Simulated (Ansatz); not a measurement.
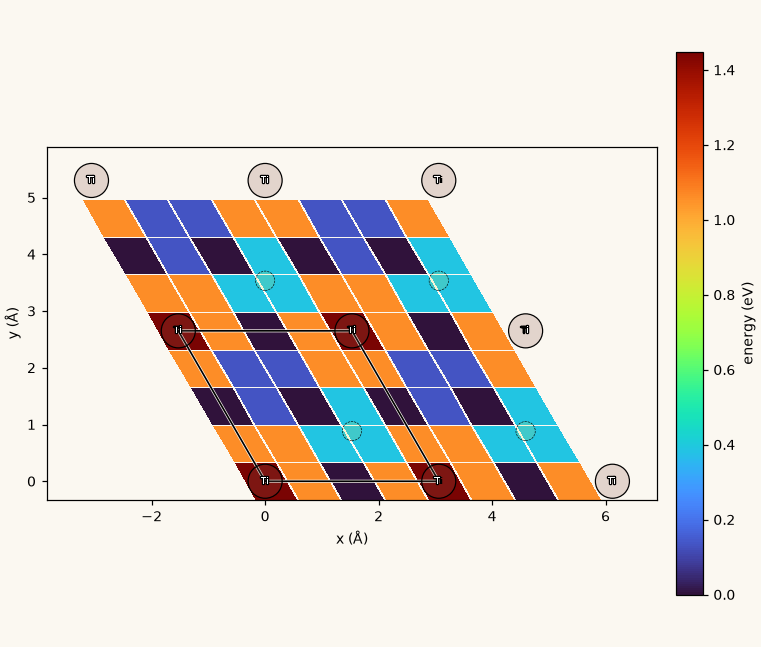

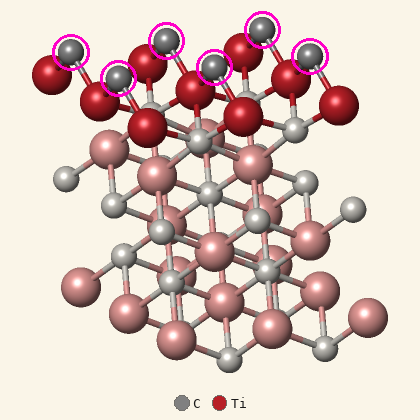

Energy landscape of C on a TiC(111) slab cut from the Fm-3m phase (8 atoms of substrate and one adsorbate in a 1 × 1 cell). 
- One C atom a 1 × 1 cell is placed over a mesh of places on the rigid (1 1 1) surface, and only its height is relaxed.
- Places are given modulo a cell vector. The map is drawn in real space over the plane of the surface.
- The scan uses a 4 × 4 grid.
- Energies are in eV, from the lowest grid point.
- This mesh misses the points at thirds of the hexagonal cell. With one adsorbate in each 1 × 1 cell, its nearest image is 3.1 Å away, so neighbouring adsorbates interact.
- Method: Ansatz, DFT r2SCAN, scalar-relativistic, plane waves, PAW.

Drawn: one coloured cell a grid point, labelled circles for the atoms of the top layer and small ones for the second layer, the outline of one cell of the 2 × 2 shown. The second picture is the structure at the lowest point; rings mark the moved atoms.

> Describe this landscape.

The lowest grid point is at a bridge site between two Ti atoms, (0/4, 2/4) of the cell vectors. The same energy is found at a bridge site between two Ti atoms, (2/4, 0/4) of the cell vectors; a bridge site between two Ti atoms, (2/4, 2/4) of the cell vectors. The highest grid point, the top site over a surface Ti atom, (0/4, 0/4) of the cell vectors, lies 1.45 eV above the lowest. At the lowest point the adsorbate has 2 Ti at 1.98 Å as nearest neighbours, at the highest 1 Ti at 1.98 Å. Its relaxed height above the top atom is 1.25 Å at the lowest and 1.98 Å at the highest point.

The values on the grid:

```tsv
place along a₂ ↓, place along a₁ →	0/4	1/4	2/4	3/4
3/4	1.06	0.13	0.13	1.06
2/4	0.00	0.13	0.00	0.39
1/4	1.06	1.06	0.39	0.39
0/4	1.45	1.06	0.00	1.06
```
